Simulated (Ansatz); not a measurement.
# The cluster SnCl₂+ (doublet): a spread of methods and bases

How do the results and run time of the cluster SnCl₂+ (doublet) respond when the settings are drawn wide?

Computed with Ansatz 0.2.0, Gaussian basis. Level: the settings change from run to run.

2 further runs of the same task are left out: 2 set aside as unsound or not needed. Runs told in other sessions of the task aren't counted.

## 1. The geometry

The geometry comes from an earlier relaxation with PBE0-D4 in a triple-zeta def2 set; it is a stationary point. Sn takes a core potential in def2 sets; no spin-orbit term is included.

3 atoms, charge 1, spin multiplicity 2.

Atoms are counted from 1 here; the program's logs count them from 0.

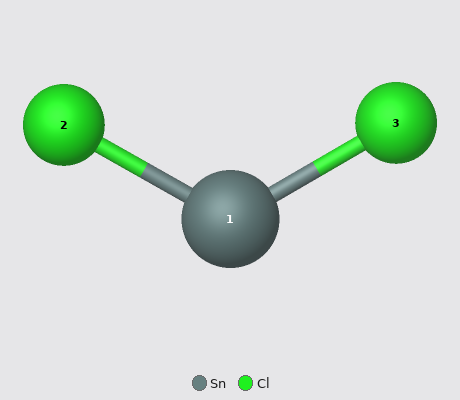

The structure; tin teal, chlorine green; atoms are numbered from 1 in the order of the file.

## 2. revPBE0/def2-mTZVP

This run has restricted open-shell orbitals, finite nuclei, D3(BJ) with three-body dispersion.

File in.yaml:

```yaml
crystal:
  periodic: [false, false, false]
  atoms:
    - {symbol: Sn, position_ang: [-0.704726, -0.063968, -0.257797]}
    - {symbol: Cl, position_ang: [-0.136712, 1.705685, 1.050580]}
    - {symbol: Cl, position_ang: [0.841438, -1.641717, -0.792783]}
basis:
  gaussian: {orbitals: def2-mTZVP, nuclear_model: gaussian}
total_charge: 1
magnetization: {spin_polarized: false, initial_magnetization: 1}
hamiltonian: {xc: {name: revPBE0}, dispersion: d3bjatm}
scf: {omitted_lower_state_checks: [starts]}
output: {forces: true}
```

On the command line:

```
$ ansatz run in.yaml --threads 4 --pin off --events-out ev --progress --plain --max-ram 3916MiB
```

Output:

```text
Functional definition: revPBE0
  name "revPBE0"
  cite "Zhang & Yang, Phys. Rev. Lett. 80, 890 (1998) doi:10.1103/PhysRevLett.80.890"
  cite "Adamo & Barone, J. Chem. Phys. 110, 6158 (1999) doi:10.1063/1.478522"
  cite "Perdew, Burke & Ernzerhof, Phys. Rev. Lett. 77, 3865 (1996) doi:10.1103/PhysRevLett.77.3865"
  parameter a = 0.25
  parameter kappa = 1.245
  parameter beta = 0.06672455060314922
  exchange = (1 - a)*pbe_x(kappa = kappa, mu = beta*pi^2/3) + a*exact_x
  correlation = pbe_c(beta = beta)
these checks for a lower state are left out or cut short: starts
800 factors; integrals over basis functions are off by at most 2.9e-4 eV
mean field evaluation 1: about -30862.5690 eV, gradient 3.8e1 eV
mean field evaluation 2: about -30862.6364 eV, gradient 3.8e1 eV
mean field evaluation 4: about -30867.3947 eV, gradient 6.3e0 eV
mean field evaluation 8: about -30867.4960 eV, gradient 3.9e-1 eV
mean field evaluation 16: about -30867.4969 eV, gradient 3.0e-4 eV
mean field -30867.49694365 eV, -1134.3595899384 hartree, gradient 2.9e-5 eV, S^2 0.750000; 0 other end points of the search recorded, 0 dependent functions left out
the calculation of the forces begins
reference -30867.49697567 eV, -1134.3595911150 hartree; 28, 27 occupied and 52, 53 virtual orbitals, 800 factors
Total energy: -30867.67873636 eV, -1134.3662706971 hartree
Atom 0 at    -0.704726    -0.063968    -0.257797 Å, force    -0.344181    -0.031240    -0.125905 eV/Å
Atom 1 at    -0.136712     1.705685     1.050580 Å, force     0.101859     0.255965     0.195307 eV/Å
Atom 2 at     0.841438    -1.641717    -0.792783 Å, force     0.242322    -0.224725    -0.069402 eV/Å
Dipole moment:    -0.394946    -0.035848    -0.144475 e Å
Checks for a lower state left out: starts
```

Wall time 1.8 s (4 threads of Arm Neoverse V1, shared host).

Largest force 0.368 eV/Å.

## 3. PBE0/def2-mTZVPP

Set apart from the defaults: charge +2, multiplicity 1, D3(BJ) with three-body dispersion.

File in.yaml:

```yaml
crystal:
  periodic: [false, false, false]
  atoms:
    - {symbol: Sn, position_ang: [-0.704726, -0.063968, -0.257797]}
    - {symbol: Cl, position_ang: [-0.136712, 1.705685, 1.050580]}
    - {symbol: Cl, position_ang: [0.841438, -1.641717, -0.792783]}
basis:
  gaussian: {orbitals: def2-mTZVPP}
total_charge: 2
hamiltonian: {xc: {name: PBE0}, dispersion: d3bjatm}
scf: {omitted_lower_state_checks: [starts]}
output: {forces: true}
```

Same command.

Output (excerpt; [...] marks lines left out):

```text
Functional definition: PBE0
  name "PBE0"
  cite "Adamo & Barone, J. Chem. Phys. 110, 6158 (1999) doi:10.1063/1.478522"
  cite "Perdew, Burke & Ernzerhof, Phys. Rev. Lett. 77, 3865 (1996) doi:10.1103/PhysRevLett.77.3865"
  parent pbe
[...]
912 factors; integrals over basis functions are off by at most 2.2e-4 eV
[...]
mean field -30845.94081958 eV, -1133.5674169898 hartree, gradient 3.6e-5 eV, S^2 0.000000; 0 other end points of the search recorded, 0 dependent functions left out
[...]
reference -30845.94084135 eV, -1133.5674177901 hartree; 27, 27 occupied and 63, 63 virtual orbitals, 912 factors
Total energy: -30846.02577275 eV, -1133.5705389615 hartree
Atom 0 at    -0.704726    -0.063968    -0.257797 Å, force     1.608879     0.146032     0.588543 eV/Å
Atom 1 at    -0.136712     1.705685     1.050580 Å, force    -0.716739    -0.373141    -0.459546 eV/Å
Atom 2 at     0.841438    -1.641717    -0.792783 Å, force    -0.892140     0.227108    -0.128998 eV/Å
Dipole moment:    -0.331954    -0.030130    -0.121432 e Å
Checks for a lower state left out: starts
```

Run time: 1.3 s. Hardware: 4 threads of Arm Neoverse V1, shared host.

Largest force 1.719 eV/Å.

## 4. BHLYP/ANO-RCC-VTZP

in.yaml: that of step 3 with these lines changed.

```diff
@@ -7,5 +7,6 @@
 basis:
-  gaussian: {orbitals: def2-mTZVPP}
-total_charge: 2
-hamiltonian: {xc: {name: PBE0}, dispersion: d3bjatm}
+  gaussian: {orbitals: ANO-RCC-VTZP}
+total_charge: 1
+magnetization: {spin_polarized: true, initial_magnetization: 1}
+hamiltonian: {xc: {name: BHLYP}}
 scf: {omitted_lower_state_checks: [starts]}
```

The command is unchanged.

Output (excerpt; [...] marks lines left out):

```text
Functional definition: BHLYP
  name "BHLYP"
  cite "Becke, J. Chem. Phys. 98, 1372 (1993) doi:10.1063/1.464304"
  cite "Becke, Phys. Rev. A 38, 3098 (1988) doi:10.1103/PhysRevA.38.3098"
  cite "Lee, Yang & Parr, Phys. Rev. B 37, 785 (1988) doi:10.1103/PhysRevB.37.785"
[...]
999 factors; integrals over basis functions are off by at most 8.0e-4 eV
[...]
mean field -193187.93061300 eV, -7099.5255025451 hartree, gradient 1.1e-5 eV, S^2 0.762681; 0 other end points of the search recorded, 0 dependent functions left out
[...]
reference -193187.93082355 eV, -7099.5255102827 hartree; 42, 41 occupied and 94, 95 virtual orbitals, 999 factors
Total energy: -193187.93082355 eV, -7099.5255102827 hartree
Relativity: scalar
Atom 0 at    -0.704726    -0.063968    -0.257797 Å, force    -0.052198    -0.004738    -0.019094 eV/Å
Atom 1 at    -0.136712     1.705685     1.050580 Å, force     0.020030     0.023139     0.020985 eV/Å
Atom 2 at     0.841438    -1.641717    -0.792783 Å, force     0.032168    -0.018401    -0.001891 eV/Å
Dipole moment:    -0.387743    -0.035194    -0.141840 e Å
Checks for a lower state left out: starts
```

Run time: 12 s. Hardware: 4 threads of Arm Neoverse V1, shared host.

Largest force 0.056 eV/Å, ⟨S²⟩ 0.763.

## 5. PBE0-DH/def2-mTZVPP

Options: atoms shaken by 0.03 Å, the search for lower states set to light.

File in.yaml:

```yaml
crystal:
  periodic: [false, false, false]
  atoms:
    - {symbol: Sn, position_ang: [-0.695330, -0.070064, -0.243299]}
    - {symbol: Cl, position_ang: [-0.154133, 1.718361, 1.078046]}
    - {symbol: Cl, position_ang: [0.756561, -1.610750, -0.868274]}
basis:
  gaussian: {orbitals: def2-mTZVPP}
total_charge: 1
magnetization: {spin_polarized: true, initial_magnetization: 1}
hamiltonian: {xc: {name: PBE0-DH}}
scf: {lower_state_search: light}
output: {forces: true}
```

The command is unchanged.

Output (excerpt; [...] marks lines left out):

```text
Functional definition: PBE0-DH
  name "PBE0-DH"
  cite "Brémond & Adamo, J. Chem. Phys. 135, 024106 (2011) doi:10.1063/1.3604569"
  cite "Perdew, Burke & Ernzerhof, Phys. Rev. Lett. 77, 3865 (1996) doi:10.1103/PhysRevLett.77.3865"
[...]
912 factors; integrals over basis functions are off by at most 2.3e-4 eV
[...]
mean field -30856.82602685 eV, -1133.9674409789 hartree, gradient 5.8e-6 eV, S^2 0.761474; 0 other end points of the search recorded, 0 dependent functions left out
14 core orbitals not correlated: weight in the atoms' cores, before any rotation towards them, 1.000 or more for the frozen orbitals, at most 0.000 for the correlated occupied ones
reference -30856.82604366 eV, -1133.9674415967 hartree; 14, 13 occupied and 62, 63 virtual orbitals, 912 factors
second order -14.40998848 eV of doubles, -0.00000000 eV of singles
[...]
Total energy: -30858.62729222 eV, -1134.0336362603 hartree
Atom 0 at    -0.695330    -0.070064    -0.243299 Å, force    -0.863075     0.994546     0.423280 eV/Å
Atom 1 at    -0.154133     1.718361     1.078046 Å, force     0.014814    -0.179600    -0.114185 eV/Å
Atom 2 at     0.756561    -1.610750    -0.868274 Å, force     0.848261    -0.814946    -0.309095 eV/Å
Dipole moment:    -0.338647    -0.084513    -0.146226 e Å
```

It took 5.5 s on 4 threads of Arm Neoverse V1, shared host.

Largest force 1.383 eV/Å, ⟨S²⟩ 0.761.

## 6. All runs side by side

```
              level  charge  multiplicity  geometry  functions  energy (eV)   time
 revPBE0/def2-mTZVP       1             2   relaxed         80   -30867.679  1.8 s
   PBE0/def2-mTZVPP       2             1   relaxed         90   -30846.026  1.3 s
 BHLYP/ANO-RCC-VTZP       1             2   relaxed        136  -193187.931   12 s
PBE0-DH/def2-mTZVPP       1             2    shaken         90   -30858.627  5.5 s
```

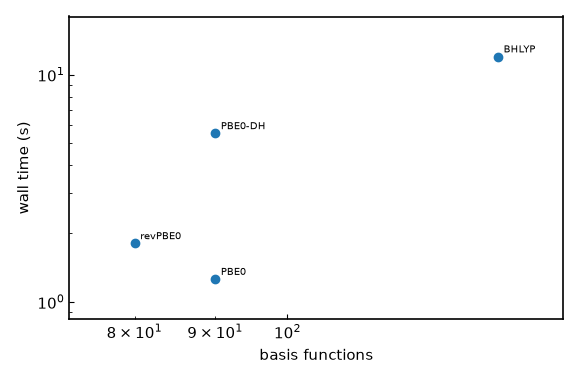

Wall time against the number of basis functions (shared host).

## 7. Summary of results

| quantity | value |
| --- | --- |
| runs | 4 |
| quickest | PBE0/def2-mTZVPP, 1.3 s |
| slowest | BHLYP/ANO-RCC-VTZP, 12 s |
| spread of total energies, same state and geometry | 162320.3 eV |

What this shows: BHLYP/ANO-RCC-VTZP took 10 times as long as PBE0/def2-mTZVPP. The jobs differ in tasks and options as well as level. The totals spread over 162320 eV; they can't be compared across methods or bases. Some of these runs are scalar-relativistic and others not, which shifts the totals of all-electron atoms past neon by several eV an atom and more; core potentials, where a basis has them, take the core out of the total altogether. At the PBE0-D4/def2-TZVP geometry and in the same state, the sound runs without point charges leave forces up to 0.37 eV/Å (revPBE0/def2-mTZVP), against 1.4 eV/Å where the atoms were moved.
